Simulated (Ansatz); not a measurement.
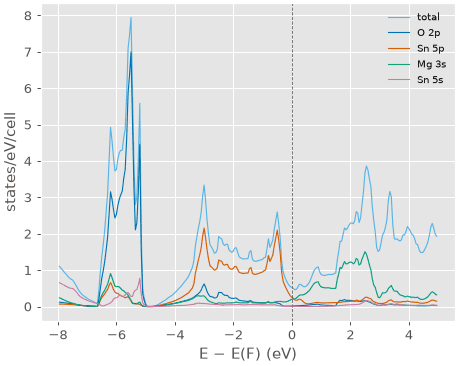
*Total and projected density of states of Mg3SnO (anti-perovskite, space group No. 221), plane-wave PAW PBE (Ansatz code)*

### Question
Which orbitals carry the states next to the Fermi level?

### Answer
Within 0.5 eV of the Fermi level: Sn 5p 61 %, Mg 3s 25 %, outside the projected shells 9 %. Projections are on Löwdin-orthogonalised atomic valence shells; empty p or d shells of many metals are not among them.

### Question
Where is the tallest occupied peak in this window, and what makes it?

### Answer
Near -5.5 eV, about 7.9 states/eV per cell; the largest projected share is O 2p.

Space group Pm-3m (anti-perovskite). The start of the workflow was typed in or built on a structure type; neither database checked (COD, Materials Project) lists it. Whether it is the stable phase at ambient conditions was not checked. The cell was relaxed with PBE under the symmetry of its start; whether a distortion lowers the energy is not shown. Scalar-relativistic: spin–orbit coupling is off unless named, which matters more the heavier the elements.

Potentials: the earlier of the program's two PAW sets.
